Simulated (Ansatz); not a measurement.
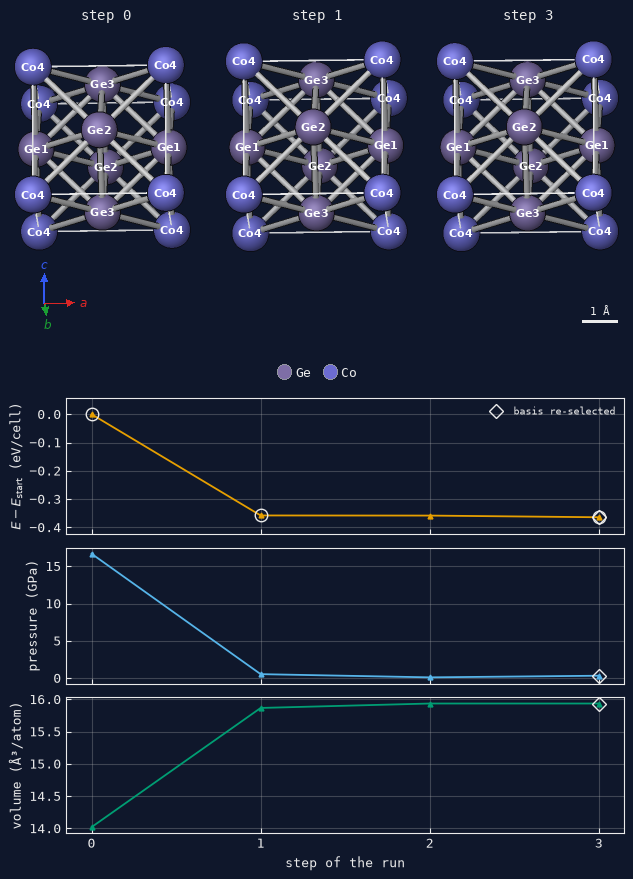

Frames of a relaxation of a crystal of CoGe3 (built on the Cu3Au (L1_2) type) (coarse preliminary run), marked on the history of the run. Style: ball-and-stick. Shown: the cell of the calculation, from a free direction.

These are results of DFT PBE, scalar-relativistic, plane waves, PAW in Ansatz, not measurements.

Input
```yaml
crystal:
  lattice:
    - [3.8275878209, 0.0, 0.0]
    - [0.0, 3.8275878209, 0.0]
    - [0.0, 0.0, 3.8275878209]
  atoms:
    - { symbol: Ge, position: [0.0, 0.5, 0.5] }
    - { symbol: Ge, position: [0.5, 0.0, 0.5] }
    - { symbol: Ge, position: [0.5, 0.5, 0.0] }
    - { symbol: Co, position: [0.0, 0.0, 0.0] }
basis:
  ecutwfc: 420
kpoints:
  mp_grid: { grid: [6, 6, 6] }
hamiltonian:
  xc: pbe
scf:
  occupations: { method: gaussian, width: 0.1 }
output:
  forces: true
  stress: true
  eigenvalues: true
relax:
  adjacent_minimum: "off"
  f_tol: 0.05
  max_steps: 80
  cell: { stress_tol: 0.5 }
```

Run as
```bash
ansatz run input.yaml --threads 1 --pin off --max-ram 2560MiB --backend cpu --events-out ev --progress --plain --runs-dir out
```

Question: Describe the path.

Answer: No atom moves by more than 0.005 Å relative to the cell. Cell: a = b = c 3.828 → 3.995 Å (+4.4 %). Volume +13.7 %. Some distances before and after: Ge1–Co4 2.707 → 2.825 Å, Ge1–Ge2 2.707 → 2.825 Å. The space group stays Pm-3m (No. 221). The energy falls by 0.364 eV per cell of the calculation in 2 accepted moves (3 points after the start). All forces vanish by symmetry, so only the cell relaxes. Pressure: 16.68 GPa at the start and 0.32 GPa at the end. At 1 point the geometry stayed and the basis and grid were re-selected for the new cell (energy shift of 5.9 meV per cell of the calculation at most each time). From step 0 to 1: volume +13.2 %, energy −0.358 eV per cell of the calculation. From step 1 to 3: volume +0.4 %, energy −6.4 meV per cell of the calculation.

```
step  E − E(0), meV/atom  pressure, GPa  volume, Å³/atom                      note
   0                0.00          16.68           14.019                          
   1              -89.49           0.53           15.866                          
   2              -89.60           0.10           15.935                          
   3              -91.09           0.32           15.935  same geometry, new basis
```
